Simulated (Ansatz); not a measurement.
# WC: a strain scan

Aim: for WC, see how energy and stress answer to the strain pattern (1, 0, 0, 0, 0, 0).

Program: Ansatz 0.2.0. Level of theory: DFT r2SCAN, scalar-relativistic, plane waves, PAW. These are calculated values, not measurements.

### 1 Starting point

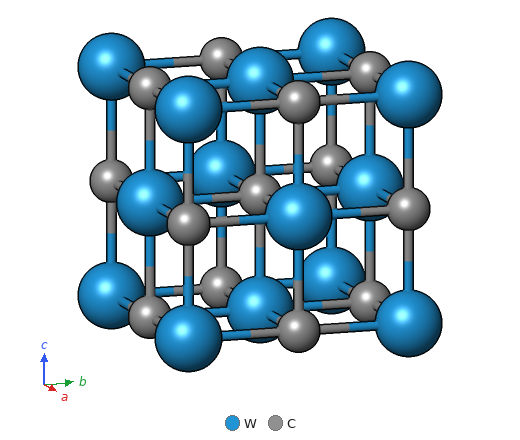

Start, viewed slightly off an axis; tungsten blue, carbon grey. Atoms on the faces are drawn again on the opposite ones. The cell drawn here is the conventional one.

Coordinates:

```xyz
2
Lattice="0.0000 2.1927 2.1927 2.1927 0.0000 2.1927 2.1927 2.1927 0.0000" Properties=species:S:1:pos:R:3 pbc="T T T"
W     0.0000    0.0000    0.0000
C     2.1927    2.1927    2.1927
```

It goes back to an entry of the Materials Project, which need not be the stable form.

No relaxation comes first: the listed cell is the starting point.

### 2 Zero of energy

Reference values: F = -10648.3393 eV; pressure -5.25 GPa; largest force 0.000 eV/Å; gap on the mesh none (metal). It was computed beforehand with the settings of the runs below.

### 3 The scan: a strain scan

The cell is strained by ε times the Voigt pattern (1, 0, 0, 0, 0, 0) (xx, yy, zz, yz, xz, xy; engineering shear), with fractional coordinates fixed (clamped ions). The stress on the pattern is the sum of the stress components weighted by it, tension positive.

### 4 ε = -0.1500

input.yaml reads:

```yaml
crystal:
  lattice:
    - [0.0, 2.192684, 2.192684]
    - [1.8637814, 0.0, 2.192684]
    - [1.8637814, 2.192684, 0.0]
  atoms:
    - { symbol: W, position: [0.0, 0.0, 0.0] }
    - { symbol: C, position: [0.5, 0.5, 0.5] }
basis:
  ecutwfc: 500
kpoints:
  mp_grid: { grid: [18, 18, 18] }
hamiltonian:
  xc: r2scan
scf:
  occupations: { method: gaussian, width: 0.15 }
output:
  forces: true
  stress: true
  eigenvalues: true
```

Run with:

```
$ ansatz run input.yaml --threads 1 --pin off --max-ram 2560MiB --backend cpu --events-out ev --progress --plain --runs-dir out
```

Log (excerpt; [...] marks lines left out):

```text
Warning: RAYON_NUM_THREADS=1 ignored (pool sized by the plan → 1); use --threads N
[...]
Pseudopotentials: kind: paw
Pseudopotential: W, paw, valence charge 14, recommended cutoff 500 eV (meta_gga), W.paw.azcp
Pseudopotential: C, paw, valence charge 4, recommended cutoff 500 eV (meta_gga), C.paw.azcp
Functional definition: r2SCAN
[...]
Crystal: 2 atoms, lattice volume = 17.922 Å³
Basis set: ecut = 500 eV, 467 PW (Γ), exchange–correlation on 96×96×96 points (64 copies of the dense FFT grid, shifted against one another)
Bands: 13, of which v1, the nominal top of the filled ones, is band 9 counted from 1 (8 counted from 0)
Symmetry: 16 space group operations
Space group: I4/mmm (ITA 139), of the structure as read, at distance tolerance 2.6e-5 Å
k-points: 480 of 5832
[...]
SCF iter   1: F=—  HF=-10646.338317 eV  |F-HF|=—  |Δ(HF+E_count)|=         —  Δρ=9.66e-3  dr2=8.47e-3  dr2_τ=3.57e-1  ethr=1.77e-3  ⟨swp⟩=5.0  Hψ=79366  notcnv=0  defer=376
[...]
SCF iter   7: F=-10646.427000 eV  HF=-10646.427000 eV  |F-HF|=5.67e-9  |Δ(HF+E_count)|=   2.46e-8  Δρ=1.02e-5  dr2=1.67e-8  dr2_τ=6.89e-10  ethr=5.56e-10  ⟨swp⟩=9.1  Hψ=36087  notcnv=0
[...]
SCF converged after 7 iterations
Free energy (F): -10646.427000 eV
[...]
E sigma→0 (E₀):  -10646.422104 eV
Entropy (-TS):   -0.009793 eV (-4.896 meV/atom)
Fermi energy:    25.965002 eV
[...]
--- Forces (eV/Å), atoms counted from 1 ---
  atom   1  W      0.00000000     0.00000000     0.00000000
  atom   2  C      0.00000000     0.00000000     0.00000000
[...]
--- Stress (GPa, compression-positive) ---
      260.506296       0.000000       0.000000
        0.000000      32.250651       0.000000
        0.000000       0.000000      32.250651
  P = ⅓ Tr σ = 108.3359 GPa (1083.359 kbar)
--- Band table (eV; the first three rows and the last of 480) ---
  k-point 0: bands = ["-51.1473", "-14.7729", "-14.4402", "-14.4402", "7.7791", "21.8965", "21.8965", "23.6865", "23.9488", "23.9488", "24.2376", "24.4578", "25.7690", "36.6054", "37.1689", "49.5661", "54.1055"]
[...]
```

Run time: 15 s. Hardware: 1 thread of Intel Xeon at 2.70GHz, shared host; peak memory 0.53 GiB.

### 5 At ε = 0.1125

Changes to input.yaml since step 4:

```diff
@@ -3,4 +3,4 @@
     - [0.0, 2.192684, 2.192684]
-    - [1.8637814, 0.0, 2.192684]
-    - [1.8637814, 2.192684, 0.0]
+    - [2.43936095, 0.0, 2.192684]
+    - [2.43936095, 2.192684, 0.0]
   atoms:
```

Run with:

```
$ ansatz run input.yaml --threads 1 --pin off --max-ram 2560MiB --backend cpu --events-out ev --progress --plain --runs-dir out
```

Log (excerpt; [...] marks lines left out):

```text
[...]
SCF converged after 8 iterations
Free energy (F): -10647.893955 eV
[...]
E sigma→0 (E₀):  -10647.887767 eV
Entropy (-TS):   -0.012376 eV (-6.188 meV/atom)
Fermi energy:    19.211867 eV
[...]
--- Forces (eV/Å), atoms counted from 1 ---
  atom   1  W      0.00000000     0.00000000    -0.00000000
  atom   2  C      0.00000000     0.00000000    -0.00000000
[...]
--- Stress (GPa, compression-positive) ---
      -42.820714       0.000000       0.000000
        0.000000     -22.064419      -0.000000
        0.000000       0.000000     -22.064419
  P = ⅓ Tr σ = -28.9832 GPa (-289.832 kbar)
--- Band table (eV; the first three rows and the last of 480) ---
  k-point 0: bands = ["-58.1456", "-21.5678", "-21.5357", "-21.5357", "3.4707", "16.0442", "17.2491", "17.2491", "17.4825", "18.1647", "18.3623", "18.3623", "18.8521", "25.6480", "30.0118", "40.5178", "40.5178"]
[...]
```

Wall time 30 s (1 thread of Intel Xeon at 2.70GHz, shared host); peak memory 0.56 GiB.

### 6 At ε = -0.0750

Changes to input.yaml since step 5:

```diff
@@ -3,4 +3,4 @@
     - [0.0, 2.192684, 2.192684]
-    - [2.43936095, 0.0, 2.192684]
-    - [2.43936095, 2.192684, 0.0]
+    - [2.0282327, 0.0, 2.192684]
+    - [2.0282327, 2.192684, 0.0]
   atoms:
@@ -20 +20,5 @@
   eigenvalues: true
+  write_density: true
+  write_potential: true
+  elf: true
+  volumetric_format: npy
```

Run with:

```
$ ansatz run input.yaml --threads 1 --pin off --max-ram 2560MiB --backend cpu --events-out ev --progress --plain --runs-dir out
```

Log (excerpt; [...] marks lines left out):

```text
[...]
SCF converged after 7 iterations
Free energy (F): -10648.020416 eV
[...]
E sigma→0 (E₀):  -10648.015525 eV
Entropy (-TS):   -0.009781 eV (-4.891 meV/atom)
Fermi energy:    23.712701 eV
[...]
--- Forces (eV/Å), atoms counted from 1 ---
  atom   1  W      0.00000000     0.00000000     0.00000000
  atom   2  C      0.00000000     0.00000000    -0.00000000
[...]
--- Stress (GPa, compression-positive) ---
       81.308876       0.000000       0.000000
        0.000000      10.287074       0.000000
        0.000000      -0.000000      10.287074
  P = ⅓ Tr σ = 33.9610 GPa (339.610 kbar)
--- Band table (eV; the first three rows and the last of 480) ---
  k-point 0: bands = ["-53.5620", "-16.9718", "-16.9176", "-16.9176", "6.3153", "20.2749", "20.2749", "21.3154", "22.1739", "22.2505", "22.2505", "22.7894", "22.8251", "32.1050", "34.2136", "47.4481", "49.8519"]
[...]
```

It took 30 s on 1 thread of Intel Xeon at 2.70GHz, shared host; peak memory 0.52 GiB.

The maps below are laid out on this run's own conventional cell (a, b, c = 3.101, 3.101, 4.056 Å).

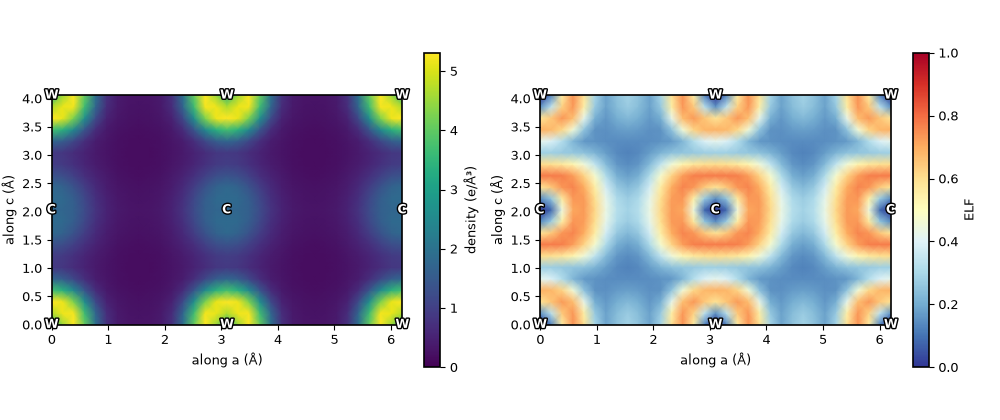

Density (left) and ELF (right) in a lattice plane of the grid's cell (edges 3.10 and 4.06 Å, at 0.000 of the third edge), which holds W and C. Only atoms in the plane are labelled. Both are smooth fields of the valence electrons: close to the nuclei they are not physical.

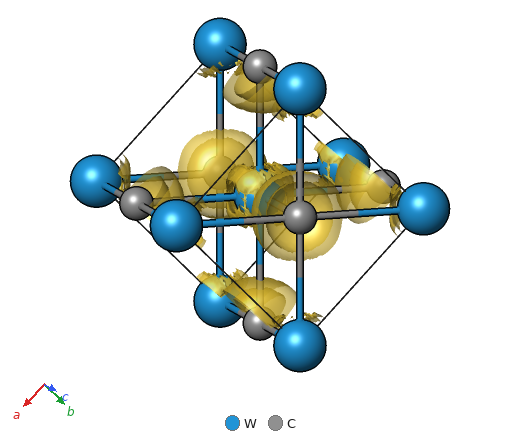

Surface of ELF = 0.72, drawn in one cell.

The highest ELF values outside the cores: 0.78 in the shell around C, 0.6 Å from C.

### 7 Point ε = 0.0375

Changes to input.yaml since step 6:

```diff
@@ -3,4 +3,4 @@
     - [0.0, 2.192684, 2.192684]
-    - [2.0282327, 0.0, 2.192684]
-    - [2.0282327, 2.192684, 0.0]
+    - [2.27490965, 0.0, 2.192684]
+    - [2.27490965, 2.192684, 0.0]
   atoms:
@@ -20,5 +20 @@
   eigenvalues: true
-  write_density: true
-  write_potential: true
-  elf: true
-  volumetric_format: npy
```

Run with:

```
$ ansatz run input.yaml --threads 1 --pin off --max-ram 2560MiB --backend cpu --events-out ev --progress --plain --runs-dir out
```

Log (excerpt; [...] marks lines left out):

```text
Warning: RAYON_NUM_THREADS=1 ignored (pool sized by the plan → 1); use --threads N
[...]
[... 4 set-up lines as earlier in the session ...]
[...]
Crystal: 2 atoms, lattice volume = 21.875 Å³
Basis set: ecut = 500 eV, 549 PW (Γ), exchange–correlation on 96×96×96 points (64 copies of the dense FFT grid, shifted against one another)
Bands: 13, of which v1, the nominal top of the filled ones, is band 9 counted from 1 (8 counted from 0)
[... 1 set-up line as earlier in the session ...]
Space group: I4/mmm (ITA 139), of the structure as read, at distance tolerance 2.8e-5 Å
k-points: 480 of 5832
[...]
SCF iter   1: F=—  HF=-10648.201386 eV  |F-HF|=—  |Δ(HF+E_count)|=         —  Δρ=6.50e-3  dr2=3.96e-3  dr2_τ=1.57e-1  ethr=1.77e-3  ⟨swp⟩=5.1  Hψ=77326  notcnv=0  defer=357
[...]
SCF iter   8: F=-10648.255561 eV  HF=-10648.255561 eV  |F-HF|=9.46e-10  |Δ(HF+E_count)|=   1.19e-7  Δρ=1.00e-5  dr2=2.14e-8  dr2_τ=7.98e-10  ethr=5.56e-10  ⟨swp⟩=8.9  Hψ=34342  notcnv=0
[...]
SCF converged after 8 iterations
Free energy (F): -10648.255561 eV
[...]
E sigma→0 (E₀):  -10648.250030 eV
Entropy (-TS):   -0.011061 eV (-5.531 meV/atom)
Fermi energy:    20.870295 eV
[...]
--- Forces (eV/Å), atoms counted from 1 ---
  atom   1  W      0.00000000     0.00000000    -0.00000000
  atom   2  C      0.00000000     0.00000000     0.00000000
[...]
--- Stress (GPa, compression-positive) ---
      -26.402956       0.000000       0.000000
        0.000000     -11.449396       0.000000
        0.000000      -0.000000     -11.449396
  P = ⅓ Tr σ = -16.4339 GPa (-164.339 kbar)
--- Band table (eV; the first three rows and the last of 480) ---
  k-point 0: bands = ["-56.5201", "-19.9092", "-19.9014", "-19.9014", "4.5084", "17.8831", "18.3254", "18.3254", "19.6634", "19.7182", "19.8360", "19.8360", "20.1138", "27.5143", "31.4727", "43.6565", "43.6565"]
[...]
```

Run time: 18 s. Hardware: 1 thread of Intel Xeon at 2.70GHz, shared host; peak memory 0.55 GiB.

### 8 At ε = 0.1500

Changes to input.yaml since step 7:

```diff
@@ -3,4 +3,4 @@
     - [0.0, 2.192684, 2.192684]
-    - [2.27490965, 0.0, 2.192684]
-    - [2.27490965, 2.192684, 0.0]
+    - [2.5215866, 0.0, 2.192684]
+    - [2.5215866, 2.192684, 0.0]
   atoms:
```

Run with:

```
$ ansatz run input.yaml --threads 1 --pin off --max-ram 2560MiB --backend cpu --events-out ev --progress --plain --runs-dir out
```

Log (excerpt; [...] marks lines left out):

```text
[...]
SCF converged after 7 iterations
Free energy (F): -10647.678342 eV
[...]
E sigma→0 (E₀):  -10647.671568 eV
Entropy (-TS):   -0.013546 eV (-6.773 meV/atom)
Fermi energy:    18.434446 eV
[...]
--- Forces (eV/Å), atoms counted from 1 ---
  atom   1  W      0.00000000    -0.00000000    -0.00000000
  atom   2  C      0.00000000    -0.00000000     0.00000000
[...]
--- Stress (GPa, compression-positive) ---
      -43.959132       0.000000       0.000000
        0.000000     -26.187580       0.000000
        0.000000       0.000000     -26.187580
  P = ⅓ Tr σ = -32.1114 GPa (-321.114 kbar)
--- Band table (eV; the first three rows and the last of 480) ---
  k-point 0: bands = ["-58.8829", "-22.3220", "-22.2760", "-22.2760", "2.9847", "15.2218", "16.4641", "16.7574", "16.7574", "17.4669", "17.6688", "17.6688", "18.2505", "24.8885", "29.3638", "39.0180", "39.1713"]
[...]
```

Run time: 28 s. Hardware: 1 thread of Intel Xeon at 2.70GHz, shared host; peak memory 0.57 GiB.

### 9 ε = -0.1125

Changes to input.yaml since step 8:

```diff
@@ -3,4 +3,4 @@
     - [0.0, 2.192684, 2.192684]
-    - [2.5215866, 0.0, 2.192684]
-    - [2.5215866, 2.192684, 0.0]
+    - [1.94600705, 0.0, 2.192684]
+    - [1.94600705, 2.192684, 0.0]
   atoms:
```

Run with:

```
$ ansatz run input.yaml --threads 1 --pin off --max-ram 2560MiB --backend cpu --events-out ev --progress --plain --runs-dir out
```

Log (excerpt; [...] marks lines left out):

```text
[...]
SCF converged after 6 iterations
Free energy (F): -10647.444382 eV
[...]
E sigma→0 (E₀):  -10647.439408 eV
Entropy (-TS):   -0.009949 eV (-4.974 meV/atom)
Fermi energy:    24.795486 eV
[...]
--- Forces (eV/Å), atoms counted from 1 ---
  atom   1  W      0.00000000     0.00000000     0.00000000
  atom   2  C      0.00000000     0.00000000    -0.00000000
[...]
--- Stress (GPa, compression-positive) ---
      156.713058       0.000000       0.000000
        0.000000      20.134020       0.000000
        0.000000       0.000000      20.134020
  P = ⅓ Tr σ = 65.6604 GPa (656.604 kbar)
--- Band table (eV; the first three rows and the last of 480) ---
  k-point 0: bands = ["-52.4033", "-15.8867", "-15.7358", "-15.7358", "7.0150", "21.0465", "21.0465", "22.6999", "22.9151", "23.0967", "23.0967", "23.6985", "24.1507", "34.4024", "35.3364", "48.4854", "52.4375"]
[...]
```

It took 26 s on 1 thread of Intel Xeon at 2.70GHz, shared host; peak memory 0.53 GiB.

### 10 At ε = 0.0750

Changes to input.yaml since step 9:

```diff
@@ -3,4 +3,4 @@
     - [0.0, 2.192684, 2.192684]
-    - [1.94600705, 0.0, 2.192684]
-    - [1.94600705, 2.192684, 0.0]
+    - [2.3571353, 0.0, 2.192684]
+    - [2.3571353, 2.192684, 0.0]
   atoms:
```

Run with:

```
$ ansatz run input.yaml --threads 1 --pin off --max-ram 2560MiB --backend cpu --events-out ev --progress --plain --runs-dir out
```

Log (excerpt; [...] marks lines left out):

```text
[...]
SCF converged after 8 iterations
Free energy (F): -10648.094329 eV
[...]
E sigma→0 (E₀):  -10648.088247 eV
Entropy (-TS):   -0.012166 eV (-6.083 meV/atom)
Fermi energy:    20.019724 eV
[...]
--- Forces (eV/Å), atoms counted from 1 ---
  atom   1  W      0.00000000     0.00000000    -0.00000000
  atom   2  C      0.00000000     0.00000000     0.00000000
[...]
--- Stress (GPa, compression-positive) ---
      -37.723789       0.000000       0.000000
        0.000000     -17.141693       0.000000
        0.000000      -0.000000     -17.141693
  P = ⅓ Tr σ = -24.0024 GPa (-240.024 kbar)
--- Band table (eV; the first three rows and the last of 480) ---
  k-point 0: bands = ["-57.3608", "-20.7666", "-20.7464", "-20.7464", "3.9773", "16.9280", "17.7699", "17.7699", "18.5548", "18.9092", "19.0854", "19.0854", "19.4737", "26.5079", "30.7121", "42.0054", "42.0054"]
[...]
```

Wall time 21 s (1 thread of Intel Xeon at 2.70GHz, shared host); peak memory 0.56 GiB.

### 11 Point ε = -0.0375

Changes to input.yaml since step 10:

```diff
@@ -3,4 +3,4 @@
     - [0.0, 2.192684, 2.192684]
-    - [2.3571353, 0.0, 2.192684]
-    - [2.3571353, 2.192684, 0.0]
+    - [2.11045835, 0.0, 2.192684]
+    - [2.11045835, 2.192684, 0.0]
   atoms:
```

Run with:

```
$ ansatz run input.yaml --threads 1 --pin off --max-ram 2560MiB --backend cpu --events-out ev --progress --plain --runs-dir out
```

Log (excerpt; [...] marks lines left out):

```text
Warning: RAYON_NUM_THREADS=1 ignored (pool sized by the plan → 1); use --threads N
[...]
[... 4 set-up lines as earlier in the session ...]
[...]
Crystal: 2 atoms, lattice volume = 20.294 Å³
Basis set: ecut = 500 eV, 531 PW (Γ), exchange–correlation on 96×96×96 points (64 copies of the dense FFT grid, shifted against one another)
Bands: 13, of which v1, the nominal top of the filled ones, is band 9 counted from 1 (8 counted from 0)
[... 1 set-up line as earlier in the session ...]
Space group: I4/mmm (ITA 139), of the structure as read, at distance tolerance 2.7e-5 Å
k-points: 480 of 5832
[...]
SCF iter   1: F=—  HF=-10648.220742 eV  |F-HF|=—  |Δ(HF+E_count)|=         —  Δρ=6.70e-3  dr2=3.29e-3  dr2_τ=2.01e-1  ethr=1.77e-3  ⟨swp⟩=5.0  Hψ=77328  notcnv=0  defer=401
[...]
SCF iter   7: F=-10648.285692 eV  HF=-10648.285692 eV  |F-HF|=5.58e-10  |Δ(HF+E_count)|=   9.13e-8  Δρ=7.31e-6  dr2=8.14e-9  dr2_τ=6.90e-10  ethr=5.56e-10  ⟨swp⟩=9.2  Hψ=38495  notcnv=0
[...]
SCF converged after 7 iterations
Free energy (F): -10648.285692 eV
[...]
E sigma→0 (E₀):  -10648.281156 eV
Entropy (-TS):   -0.009071 eV (-4.536 meV/atom)
Fermi energy:    22.723165 eV
[...]
--- Forces (eV/Å), atoms counted from 1 ---
  atom   1  W      0.00000000    -0.00000000    -0.00000000
  atom   2  C      0.00000000     0.00000000     0.00000000
[...]
--- Stress (GPa, compression-positive) ---
       29.346149       0.000000       0.000000
        0.000000       1.827039       0.000000
        0.000000      -0.000000       1.827039
  P = ⅓ Tr σ = 11.0001 GPa (110.001 kbar)
--- Band table (eV; the first three rows and the last of 480) ---
  k-point 0: bands = ["-54.6289", "-18.0068", "-17.9989", "-17.9989", "5.6702", "19.5706", "19.5706", "20.0620", "21.4207", "21.4207", "21.4594", "21.6276", "21.8441", "30.2360", "33.2100", "46.4499", "47.5513"]
[...]
```

It took 18 s on 1 thread of Intel Xeon at 2.70GHz, shared host; peak memory 0.54 GiB.

### 12 At ε = 0.1312

Changes to input.yaml since step 11:

```diff
@@ -3,4 +3,4 @@
     - [0.0, 2.192684, 2.192684]
-    - [2.11045835, 0.0, 2.192684]
-    - [2.11045835, 2.192684, 0.0]
+    - [2.4803641408, 0.0, 2.192684]
+    - [2.4803641408, 2.192684, 0.0]
   atoms:
```

Run with:

```
$ ansatz run input.yaml --threads 1 --pin off --max-ram 2560MiB --backend cpu --events-out ev --progress --plain --runs-dir out
```

Log (excerpt; [...] marks lines left out):

```text
Warning: RAYON_NUM_THREADS=1 ignored (pool sized by the plan → 1); use --threads N
[...]
[... 4 set-up lines as earlier in the session ...]
[...]
Crystal: 2 atoms, lattice volume = 23.851 Å³
Basis set: ecut = 500 eV, 565 PW (Γ), exchange–correlation on 96×100×100 points (64 copies of the dense FFT grid, shifted against one another)
Bands: 13, of which v1, the nominal top of the filled ones, is band 9 counted from 1 (8 counted from 0)
[... 1 set-up line as earlier in the session ...]
Space group: I4/mmm (ITA 139), of the structure as read, at distance tolerance 2.9e-5 Å
k-points: 480 of 5832
[...]
SCF iter   1: F=—  HF=-10647.744976 eV  |F-HF|=—  |Δ(HF+E_count)|=         —  Δρ=7.52e-3  dr2=5.87e-3  dr2_τ=1.28e-1  ethr=1.77e-3  ⟨swp⟩=5.0  Hψ=76823  notcnv=0  defer=326
[...]
SCF iter   7: F=-10647.787085 eV  HF=-10647.787085 eV  |F-HF|=1.75e-8  |Δ(HF+E_count)|=   9.38e-7  Δρ=2.05e-5  dr2=9.26e-8  dr2_τ=2.85e-9  ethr=5.56e-10  ⟨swp⟩=7.4  Hψ=39276  notcnv=0
[...]
SCF converged after 7 iterations
Free energy (F): -10647.787085 eV
[...]
E sigma→0 (E₀):  -10647.780518 eV
Entropy (-TS):   -0.013133 eV (-6.567 meV/atom)
Fermi energy:    18.821142 eV
[...]
--- Forces (eV/Å), atoms counted from 1 ---
  atom   1  W      0.00000000     0.00000000     0.00000000
  atom   2  C      0.00000000     0.00000000     0.00000000
[...]
--- Stress (GPa, compression-positive) ---
      -43.842497       0.000000       0.000000
        0.000000     -24.181303       0.000000
        0.000000       0.000000     -24.181303
  P = ⅓ Tr σ = -30.7350 GPa (-307.350 kbar)
--- Band table (eV; the first three rows and the last of 480) ---
  k-point 0: bands = ["-58.5190", "-21.9499", "-21.9105", "-21.9105", "3.2260", "15.6271", "16.9672", "17.0003", "17.0003", "17.8117", "18.0129", "18.0129", "18.5497", "25.2589", "29.6823", "39.8298", "39.8298"]
[...]
```

Wall time 19 s (1 thread of Intel Xeon at 2.70GHz, shared host); peak memory 0.57 GiB.

### 13 Results of the scan

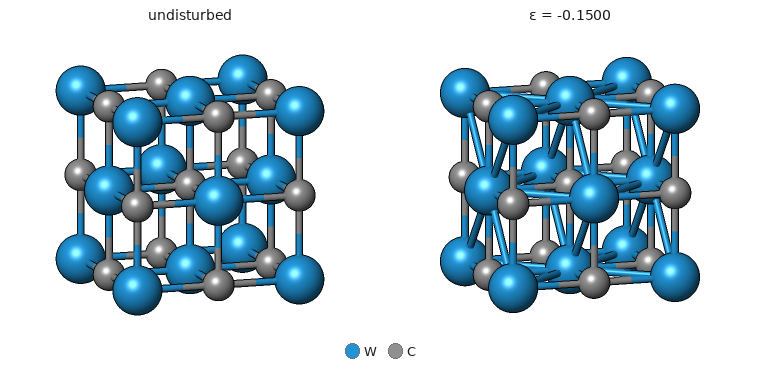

The undisturbed cell and the costliest point of the scan, at one scale, with neighbouring cells.

All points in order; energies are free energies above the reference cell:

| ε | ΔE (meV/atom) | stress on the pattern (GPa) | pressure (GPa) |
| --- | --- | --- | --- |
| -0.1500 | 956.2 | -260.51 | 108.3 |
| -0.1125 | 447.5 | -156.71 | 65.7 |
| -0.0750 | 159.5 | -81.31 | 34.0 |
| -0.0375 | 26.8 | -29.35 | 11.0 |
| 0.0000 | 0.0 | 5.25 | -5.2 |
| 0.0375 | 41.9 | 26.40 | -16.4 |
| 0.0750 | 122.5 | 37.72 | -24.0 |
| 0.1125 | 222.7 | 42.82 | -29.0 |
| 0.1312 | 276.1 | 43.84 | -30.7 |
| 0.1500 | 330.5 | 43.96 | -32.1 |

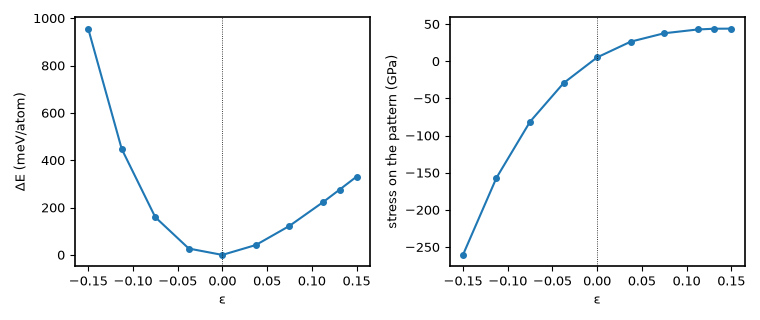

ΔE and stress on the pattern along the scan.

### 14 Summary of results

| quantity | value |
| --- | --- |
| slope of the stress at ε = 0, over ±0.0375 | 743 GPa |

What this shows: The slope of the stress at zero strain, 743 GPa, estimates C11 with clamped ions in this Cartesian frame; letting the atoms relax could not make it stiffer. The step is wide, so higher orders mix in. The reference stands under -5.2 GPa, so this is no zero-stress constant. No sampled point lies below the undisturbed cell. Compression costs more than tension: 956.2 against 330.5 meV/atom at the ends. The runs treat W without spin-orbit coupling.
